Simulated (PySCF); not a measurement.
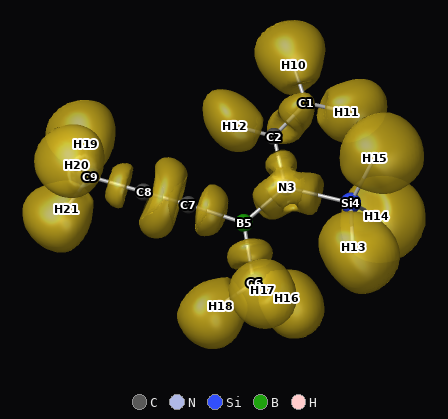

The picture shows: C6H12BNSi. Isosurface of the ELF at 0.75 (yellow), seen at a tilt. Core shells and regions of very low density are left out.

Geometry: GFN2-xTB.

The calculation used PySCF 2.14.0, PBE0/pcSseg-1, SCF density, gas phase, non-relativistic.

Input

```
{"job": {"kind": "nmr", "xc": "PBE0", "basis": "pcSseg-1"}, "charge": 0, "multiplicity": 1}
C     -1.863919     1.665840     1.593900
C     -0.924167     1.143148     0.820066
N     -1.093547     0.112678    -0.106434
Si    -2.714106    -0.182609    -0.720187
B      0.056025    -0.631511    -0.498585
C     -0.057305    -1.925338    -1.411842
C      1.438668    -0.207258    -0.048374
C      2.560709     0.094771     0.279023
C      3.904224     0.461243     0.670060
H     -1.624496     2.457295     2.281390
H     -2.884575     1.324705     1.588027
H      0.096435     1.497707     0.898665
H     -2.607934    -0.809568    -2.034585
H     -3.445622    -1.050208     0.211083
H     -3.354187     1.125544    -0.866611
H     -0.910273    -2.547562    -1.149240
H     -0.178211    -1.643022    -2.457337
H      0.837066    -2.542508    -1.353594
H      3.898031     0.926804     1.656104
H      4.315920     1.169164    -0.049963
H      4.542344    -0.422372     0.697961
```

Launched as:

```sh
OMP_NUM_THREADS=1 python probes_run.py task.json out
```

**Describe the localisation domains.**

The surface consists of two regions between bonded B–C atoms (shared pairs), three regions between bonded C–C atoms (shared pairs), twelve regions around hydrogen nuclei and one region on N in which the atom's valence shell and bonds are merged. Along the contacts the grid gives the following. C–C (1.21 Å): the ELF peaks at about 0.85 between the atoms; a short, multiple covalent bond. C–N (1.40 Å): the ELF peaks at about 0.90 between the atoms: a covalent bond.
